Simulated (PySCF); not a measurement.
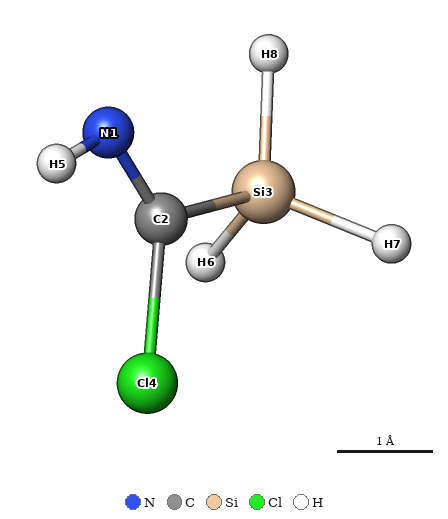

The structure as given in the input (ball-and-stick view, seen at a tilt; atoms are numbered from 1 in the order of the input).

CH4ClNSi (charge +1): single-point calculation

System: CH4ClNSi, charge +1, multiplicity 2.
Method: PBE/ccECP-cc-pVDZ, UKS, core potentials ccecp (PySCF 2.14.0).

The geometry is that of the parent species in another charge or spin state. The geometry comes from this level: PBE0-D4/def2-TZVP.

What the program printed
```
PySCF version 2.14.0

[INPUT] num. atoms = 8
[INPUT] num. electrons = 23
[INPUT] charge = 1
[INPUT] spin (= nelec alpha-beta = 2S) = 1
[INPUT] symmetry False subgroup None
[INPUT] Mole.unit = bohr
[INPUT] Symbol           X                Y                Z      unit          X                Y                Z       unit  Magmom
[INPUT]  1 N     -0.133999840881   1.454700215161  -0.961900233251 AA   -0.253223000000   2.748985000000  -1.817728000000 Bohr   0.0
[INPUT]  2 C     -0.418499797256   0.335399924762  -0.490000105287 AA   -0.790850000000   0.633814000000  -0.925966000000 Bohr   0.0
[INPUT]  3 Si     0.653399973652  -0.598299925742   0.760300120384 AA    1.234747000000  -1.130623000000   1.436759000000 Bohr   0.0
[INPUT]  4 Cl    -1.899100061828  -0.560599753704  -0.931300031853 AA   -3.588779000000  -1.059380000000  -1.759902000000 Bohr   0.0
[INPUT]  5 H     -0.820599863569   1.817499877550  -1.623899865758 AA   -1.550709000000   3.434577000000  -3.068726000000 Bohr   0.0
[INPUT]  6 H      1.022600034407  -1.900499735551   0.155699810769 AA    1.932434000000  -3.591424000000   0.294230000000 Bohr   0.0
[INPUT]  7 H     -0.163499882858  -0.822600153426   1.976900224555 AA   -0.308970000000  -1.554489000000   3.735800000000 Bohr   0.0
[INPUT]  8 H      1.851900100500   0.217299742361   1.058399931080 AA    3.499584000000   0.410637000000   2.000086000000 Bohr   0.0

nuclear repulsion = 55.3723245626117
number of shells = 32
number of NR pGTOs = 236
number of NR cGTOs = 72
basis = ccecp-cc-pvdz
ecp = {'N': 'ccecp', 'C': 'ccecp', 'Si': 'ccecp', 'Cl': 'ccecp', 'H': 'ccecp'}

******** <class 'pyscf.dft.uks.UKS'> ********
method = UKS
initial guess = minao
damping factor = 0
level_shift factor = 0
DIIS = <class 'pyscf.scf.diis.CDIIS'>
diis_start_cycle = 1
diis_space = 8
diis_damp = 0
SCF conv_tol = 1e-10
SCF conv_tol_grad = None
SCF max_cycles = 50
direct_scf = True
direct_scf_tol = 1e-13
number electrons alpha = 12  beta = 11
XC library pyscf.dft.libxc version 7.0.0
    S. Lehtola, C. Steigemann, M. J.T. Oliveira, and M. A.L. Marques.,  SoftwareX 7, 1–5 (2018)
XC functionals = pbe
    J. P. Perdew, K. Burke, and M. Ernzerhof.,  Phys. Rev. Lett. 77, 3865 (1996)
    J. P. Perdew, K. Burke, and M. Ernzerhof.,  Phys. Rev. Lett. 78, 1396 (1997)
    J. P. Perdew, K. Burke, and M. Ernzerhof.,  Phys. Rev. Lett. 77, 3865 (1996)
    J. P. Perdew, K. Burke, and M. Ernzerhof.,  Phys. Rev. Lett. 78, 1396 (1997)
radial grids:
    Treutler-Ahlrichs [JCP 102, 346 (1995); DOI:10.1063/1.469408] (M4) radial grids

becke partition: Becke, JCP 88, 2547 (1988); DOI:10.1063/1.454033
pruning grids: <function nwchem_prune>
grids dens level: 4
symmetrized grids: False
atomic radii adjust function: <function treutler_atomic_radii_adjust>
small_rho_cutoff = 0
Set gradient conv threshold to 1e-05
tot grids = 176928
init E= -36.4110315937524
  alpha nocc = 12  HOMO = -0.31888908520028  LUMO = -0.144000822131825
  beta  nocc = 11  HOMO = -0.324644219538287  LUMO = -0.31888908520028

WARN: HOMO -0.31888908520028 >= LUMO -0.31888908520028

cycle= 1 E= -36.2349422933377  delta_E= 0.176  |g|= 0.498  |ddm|= 3.41
  alpha nocc = 12  HOMO = -0.396786745519705  LUMO = -0.240056044470081
  beta  nocc = 11  HOMO = -0.452545813103091  LUMO = -0.388264637997499
  HOMO = -0.39678674552  LUMO = -0.388264637997  gap/eV = 0.23190
cycle= 2 E= -34.5562695808067  delta_E= 1.68  |g|= 1.61  |ddm|= 2.84
  alpha nocc = 12  HOMO = -0.479127520002849  LUMO = -0.294152235525535
  beta  nocc = 11  HOMO = -0.479583768061665  LUMO = -0.478549044421081

WARN: HOMO -0.479127520002849 >= LUMO -0.478549044421081

cycle= 3 E= -36.2096762109853  delta_E= -1.65  |g|= 0.406  |ddm|= 2.45
  alpha nocc = 12  HOMO = -0.460601066544331  LUMO = -0.283489170284858
  beta  nocc = 11  HOMO = -0.483839765757799  LUMO = -0.449741481154074
  HOMO = -0.460601066544  LUMO = -0.449741481154  gap/eV = 0.29550
cycle= 4 E= -36.3119368981865  delta_E= -0.102  |g|= 0.411  |ddm|= 1.57
  alpha nocc = 12  HOMO = -0.512668479037748  LUMO = -0.312252242960784
  beta  nocc = 11  HOMO = -0.502566181842046  LUMO = -0.478937718910302
  HOMO = -0.502566181842  LUMO = -0.47893771891  gap/eV = 0.64296
cycle= 5 E= -36.3888698471949  delta_E= -0.0769  |g|= 0.222  |ddm|= 0.35
  alpha nocc = 12  HOMO = -0.508891678318914  LUMO = -0.310072025119398
  beta  nocc = 11  HOMO = -0.499448699098591  LUMO = -0.481878018024589
  HOMO = -0.499448699099  LUMO = -0.481878018025  gap/eV = 0.47812
cycle= 6 E= -36.4105457470666  delta_E= -0.0217  |g|= 0.112  |ddm|= 0.183
  alpha nocc = 12  HOMO = -0.503230820413563  LUMO = -0.331047182114113
  beta  nocc = 11  HOMO = -0.50353841400098  LUMO = -0.49691411213501
  HOMO = -0.503230820414  LUMO = -0.496914112135  gap/eV = 0.17189
cycle= 7 E= -36.3857642071635  delta_E= 0.0248  |g|= 0.185  |ddm|= 0.906
  alpha nocc = 12  HOMO = -0.509228773716075  LUMO = -0.323801647148994
  beta  nocc = 11  HOMO = -0.503659013739201  LUMO = -0.493138475966758
  HOMO = -0.503659013739  LUMO = -0.493138475967  gap/eV = 0.28628
cycle= 8 E= -36.4191521277719  delta_E= -0.0334  |g|= 0.0194  |ddm|= 0.725
  alpha nocc = 12  HOMO = -0.50603311068318  LUMO = -0.323551810035162
  beta  nocc = 11  HOMO = -0.501808389025752  LUMO = -0.493542547741255
  HOMO = -0.501808389026  LUMO = -0.493542547741  gap/eV = 0.22492
cycle= 9 E= -36.4194627934641  delta_E= -0.000311  |g|= 0.0065  |ddm|= 0.0675
  alpha nocc = 12  HOMO = -0.505576185652796  LUMO = -0.323180973376357
  beta  nocc = 11  HOMO = -0.501914274657431  LUMO = -0.493378431493585
  HOMO = -0.501914274657  LUMO = -0.493378431494  gap/eV = 0.23227
cycle= 10 E= -36.4194903019242  delta_E= -2.75e-05  |g|= 0.00478  |ddm|= 0.0173
  alpha nocc = 12  HOMO = -0.505737132973732  LUMO = -0.322886135564495
  beta  nocc = 11  HOMO = -0.502087483267527  LUMO = -0.49314125983309
  HOMO = -0.502087483268  LUMO = -0.493141259833  gap/eV = 0.24344
cycle= 11 E= -36.4195071329566  delta_E= -1.68e-05  |g|= 0.000763  |ddm|= 0.016
  alpha nocc = 12  HOMO = -0.505725670069662  LUMO = -0.322886868639171
  beta  nocc = 11  HOMO = -0.502104070598854  LUMO = -0.493107136438687
  HOMO = -0.502104070599  LUMO = -0.493107136439  gap/eV = 0.24482
cycle= 12 E= -36.4195074522504  delta_E= -3.19e-07  |g|= 0.000302  |ddm|= 0.00389
  alpha nocc = 12  HOMO = -0.505716314333901  LUMO = -0.322869293827413
  beta  nocc = 11  HOMO = -0.502097555400111  LUMO = -0.493093156463765
  HOMO = -0.5020975554  LUMO = -0.493093156464  gap/eV = 0.24502
cycle= 13 E= -36.4195075473257  delta_E= -9.51e-08  |g|= 0.000136  |ddm|= 0.00191
  alpha nocc = 12  HOMO = -0.505719229999212  LUMO = -0.322870956147379
  beta  nocc = 11  HOMO = -0.502101542739522  LUMO = -0.493092042366394
  HOMO = -0.50210154274  LUMO = -0.493092042366  gap/eV = 0.24516
cycle= 14 E= -36.4195075689902  delta_E= -2.17e-08  |g|= 3.95e-05  |ddm|= 0.000713
  alpha nocc = 12  HOMO = -0.505722052868453  LUMO = -0.322873620537761
  beta  nocc = 11  HOMO = -0.50210358927019  LUMO = -0.49309348154759
  HOMO = -0.50210358927  LUMO = -0.493093481548  gap/eV = 0.24518
cycle= 15 E= -36.4195075708072  delta_E= -1.82e-09  |g|= 2e-05  |ddm|= 0.000178
  alpha nocc = 12  HOMO = -0.505719810851855  LUMO = -0.322874219745455
  beta  nocc = 11  HOMO = -0.502101764748224  LUMO = -0.493092238987386
  HOMO = -0.502101764748  LUMO = -0.493092238987  gap/eV = 0.24516
cycle= 16 E= -36.4195075714508  delta_E= -6.44e-10  |g|= 9.33e-06  |ddm|= 9.63e-05
  alpha nocc = 12  HOMO = -0.505719637194837  LUMO = -0.322875381038853
  beta  nocc = 11  HOMO = -0.50210174544092  LUMO = -0.493092077952607
  HOMO = -0.502101745441  LUMO = -0.493092077953  gap/eV = 0.24517
cycle= 17 E= -36.4195075715175  delta_E= -6.67e-11  |g|= 6.79e-06  |ddm|= 4.7e-05
  alpha nocc = 12  HOMO = -0.505719565886063  LUMO = -0.322875298680846
  beta  nocc = 11  HOMO = -0.502101777329682  LUMO = -0.493092989516594
  HOMO = -0.50210177733  LUMO = -0.493092989517  gap/eV = 0.24514
```

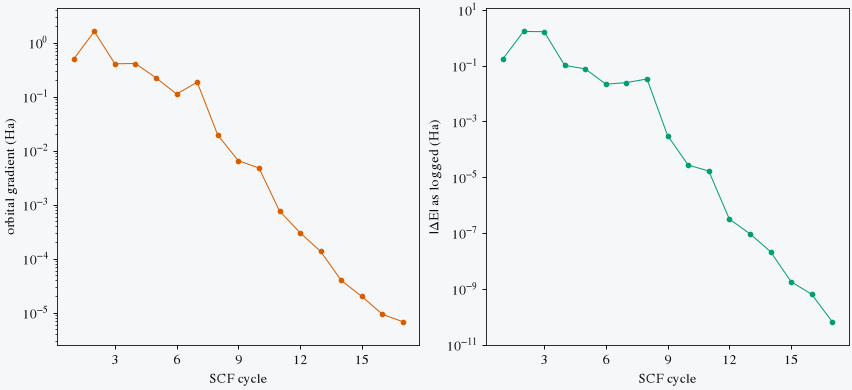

Convergence of the self-consistent field: orbital gradient and size of the energy change against the SCF cycle. The residual comes down, with one marked jump up, by a factor of about 3, at step 2.

```
Extra cycle  E= -36.4195075712463  delta_E= 2.71e-10  |g|= 2.2e-05  |ddm|= 5.74e-05
converged SCF energy = -36.4195075712463  <S^2> = 0.75513471  2S+1 = 2.0051281
Final energy -36.41950757124627
```

The run was set up as follows.

Input (calc.py)
```python
from pyscf import gto, dft

mol = gto.M(
    atom='''
N     -0.253223     2.748985    -1.817728
C     -0.790850     0.633814    -0.925966
Si     1.234747    -1.130623     1.436759
Cl    -3.588779    -1.059380    -1.759902
H     -1.550709     3.434577    -3.068726
H      1.932434    -3.591424     0.294230
H     -0.308970    -1.554489     3.735800
H      3.499584     0.410637     2.000086
''',
    ecp={'N': 'ccecp', 'C': 'ccecp', 'Si': 'ccecp', 'Cl': 'ccecp', 'H': 'ccecp'},
    unit='bohr',
    charge=1,
    spin=1,
    verbose=4,
    basis='ccecp-cc-pvdz',
    max_memory=1860,
)

ks = dft.UKS(mol, xc='pbe')
ks.conv_tol = 1e-10
ks.grids.level = 4
ks.kernel()
if not ks.converged:
    ks = ks.newton().run(ks.mo_coeff, ks.mo_occ)

etot = ks.e_tot
print('Final energy', etot)
```

Launch command:
```bash
OMP_NUM_THREADS=1 python calc.py
```

Key numbers

- outcome: converged
- total energy: −36.419508 hartree
- basis functions: 72
- ⟨S²⟩: 0.755
- hardware: 1 thread of Arm Neoverse V1, 24 GiB of memory available, shared host
- wall time: 26 s
- peak memory: 0.36 GiB

The record of the run, not the program, notes: dipole of an ion depends on the origin; logged alpha LUMO and gap are faulty.
